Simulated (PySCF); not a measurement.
**InHCl (SMILES [Cl][InH]) at NEVPT2(3,3)/STO-6G**

What is the energy change on altering one bond length of InHCl at NEVPT2(3,3)/STO-6G? The job is set up through a Python script.

The results are computed with PySCF 2.14.0.

9 further runs of the same task are left out: 9 set aside as unsound or not needed.

### 1 The system as given

The species is InHCl (3 atoms), meant as a doublet with charge 0. As SMILES, `[Cl][InH]`. The shape is that of a PBE0-D4/def2-TZVP optimisation.

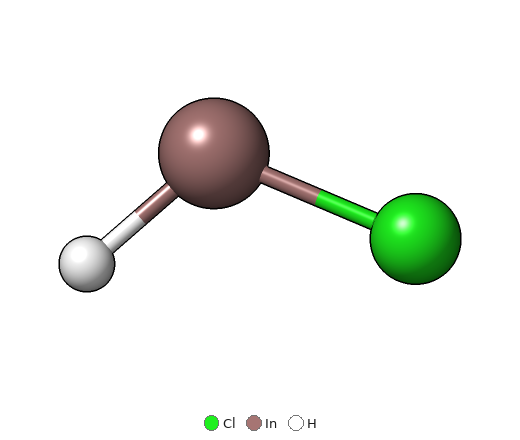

Viewed from a chosen angle; chlorine green, indium brown, hydrogen white.

### 2 The energy at NEVPT2(3,3)/STO-6G

Contents of calc.py:

```python
import numpy
from pyscf import gto, scf, mp, mcscf, mrpt

molecule = gto.M(
    atom='''
Cl    -3.117670     0.749843    -1.639148
In     0.773843     1.024987     0.540651
H      2.323229    -1.897096     1.073553
''',
    max_memory=1860,
    spin=1,
    basis='sto-6g',
    verbose=3,
    unit='bohr',
)

hf = scf.ROHF(molecule)
hf.conv_tol = 1e-10
hf.kernel()
if not hf.converged:
    hf = hf.newton().run(hf.mo_coeff, hf.mo_occ)

pt = mp.MP2(scf.addons.convert_to_uhf(hf)).run()
noons, natorbs = mcscf.addons.make_natural_orbitals(pt)
print('natural occupations', numpy.round(noons[:40], 4))
cas = mcscf.CASSCF(hf, 3, 3)
cas.fix_spin_(ss=0.75)
cas.natorb = True
cas.kernel(natorbs)
e_pt2 = mrpt.NEVPT(cas).kernel()
e_final = cas.e_tot + e_pt2
print('E(%s) = %.9f' % ('NEVPT2', e_final))
```

Run with:

```
$ OMP_NUM_THREADS=1 python calc.py
```

The log of the run:

```text
converged SCF energy = -6171.26220544179
E(UMP2) = -6171.2835687648  E_corr = -0.0213633230038033
E(SCS-UMP2) = -6171.28631788798  E_corr = -0.0241124461885899
natural occupations [2.     2.     2.     2.     2.     2.     2.     2.     2.     2.
 2.     2.     2.     2.     2.     2.     2.     2.     2.     2.
 2.     2.     1.9999 1.9999 1.9999 1.9999 1.9998 1.9997 1.9995 1.999
 1.9976 1.9931 1.9861 1.0004 0.0123 0.0074 0.0055]
CASSCF energy = -6171.27898531354
CASCI E = -6171.27898531354  E(CI) = -2.05038182573389  S^2 = 0.7500000
Sr    (-1)',   E = -0.00030199698699
Si    (+1)',   E = -0.00022971140079
Sijrs (0)  ,   E = -0.00542906415470
Sijr  (+1) ,   E = -0.00225809739505
Srsi  (-1) ,   E = -0.00090667532406
Srs   (-2) ,   E = -0.00096926995788
Sij   (+2) ,   E = -0.00027955396767
Sir   (0)' ,   E = -0.00069555121511
Nevpt2 Energy = -0.011069920402248
E(NEVPT2) = -6171.290055234
```

Run time: 2.9 s. Hardware: 1 thread of Arm Neoverse V1, shared host; peak memory 0.13 GiB.

### 3 The distorted shape

Contents of job.py:

```python
import numpy
from pyscf import gto, scf, mp, mcscf, mrpt

molecule = gto.M(
    atom=[
    ('Cl', (-2.633657, 2.252316, -1.205792)),
    ('In', (-0.574357, 2.397916, -0.052292)),
    ('H', (1.229400, -1.003900, 0.568100)),
],
    spin=1,
    basis='sto-6g',
    verbose=3,
    max_memory=1860,
)

myscf = scf.ROHF(molecule)
myscf.conv_tol = 1e-10
myscf.kernel()
if not myscf.converged:
    myscf = myscf.newton().run(myscf.mo_coeff, myscf.mo_occ)

pt = mp.MP2(scf.addons.convert_to_uhf(myscf)).run()
noons, natorbs = mcscf.addons.make_natural_orbitals(pt)
print('natural occupations', numpy.round(noons[:40], 4))
cas = mcscf.CASSCF(myscf, 3, 3)
cas.fix_spin_(ss=0.75)
cas.natorb = True
cas.kernel(natorbs)
e_pt2 = mrpt.NEVPT(cas).kernel()
e_tot = cas.e_tot + e_pt2
print('Final energy', e_tot)
```

Run with:

```
$ OMP_NUM_THREADS=1 python job.py
```

The log of the run:

```text
converged SCF energy = -6171.1612370552
E(UMP2) = -6171.18701769079  E_corr = -0.0257806355902905
E(SCS-UMP2) = -6171.19030860012  E_corr = -0.0290715449182131
natural occupations [2.     2.     2.     2.     2.     2.     2.     2.     2.     2.
 2.     2.     2.     2.     2.     2.     2.     2.     2.     2.
 2.     2.     2.     1.9999 1.9999 1.9999 1.9999 1.9998 1.9998 1.9974
 1.9974 1.9936 1.9609 1.     0.0199 0.0198 0.0121]
CASSCF energy = -6171.17604083759
CASCI E = -6171.17604083759  E(CI) = -1.56506189672291  S^2 = 0.7500000
Sr    (-1)',   E = -0.00000586141752
Si    (+1)',   E = -0.00000072380790
Sijrs (0)  ,   E = -0.00543685570169
Sijr  (+1) ,   E = -0.00237267845696
Srsi  (-1) ,   E = -0.00061414930254
Srs   (-2) ,   E = -0.00559384653739
Sij   (+2) ,   E = -0.00024792994725
Sir   (0)' ,   E = -0.00027666012748
Nevpt2 Energy = -0.014548705298724
Final energy -6171.190589542889
```

Wall time 2.9 s (1 thread of Arm Neoverse V1, shared host); peak memory 0.13 GiB.

### 4 Outcome

Level: NEVPT2(3,3)/STO-6G.

| quantity | value |
| --- | --- |
| first shape: total energy | -6171.29006 Eh |
| first shape: dipole moment (Hartree–Fock density) | 4.18 D |
| distorted shape: total energy | -6171.19059 Eh |
| distorted shape: dipole moment (Hartree–Fock density) | 3.29 D |
| energy change with the In2–H3 bond stretched from 1.773 to 3.900 Å | 2.707 eV |

In words: With the In2–H3 bond stretched from 1.773 to 3.900 Å the energy rises by 2.71 eV (62 kcal/mol). The first shape isn't relaxed at this level, so the change isn't measured from a minimum. The minimal basis adds a large error of its own. Relativity is left out (first shape) although the molecule holds a heavy atom. Relativity is left out (distorted shape) although the molecule holds a heavy atom.
